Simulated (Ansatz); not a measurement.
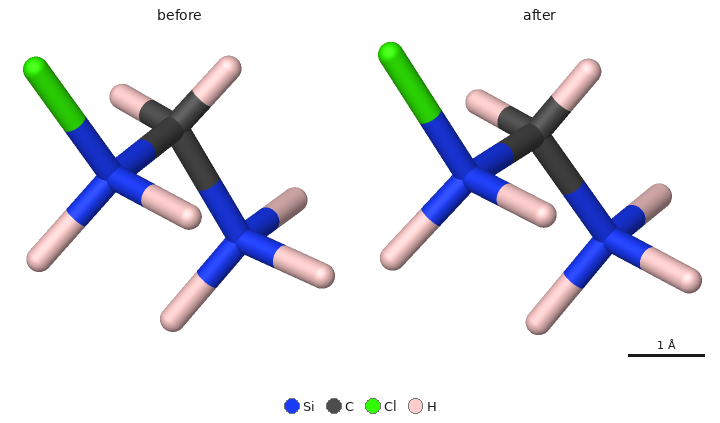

The structure of CH₇ClSi₂ (coarse preliminary run) before (left) and after (right) a relaxation, at one scale.

A stick model, seen from a free direction.

The start comes from a force field.

Computed with Ansatz, RKS PBE-D4/def2-SVP. Settings: force threshold 0.03 eV/Å; at most 200 steps.

Describe what moved and what it gained.

Answer. The largest move after the best rigid fit is that of the Cl atom, 0.21 Å. Largest moves by element: Cl 0.21 Å, Si 0.16 Å, H 0.15 Å, C 0.10 Å. Near-neighbour distances that change, for instance: Cl–Si 1.955 → 2.090 Å, C–H 1.049 → 1.111 Å, H–Si 1.449 → 1.505 Å, C–Si 1.827 → 1.879 Å. Among the angles between lasting bonds that change: Si–C–Si 104.8° → 114.6°, C–Si–H 106.0° → 110.5°, H–Si–H 112.6° → 108.4°. After 5 accepted moves (6 points after the start) the energy has fallen by 47.0 kJ/mol. Largest force component: 2.7 eV/Å at the start, 0.0081 eV/Å at the end. The line search rejected the trial step at point 5 of the run.
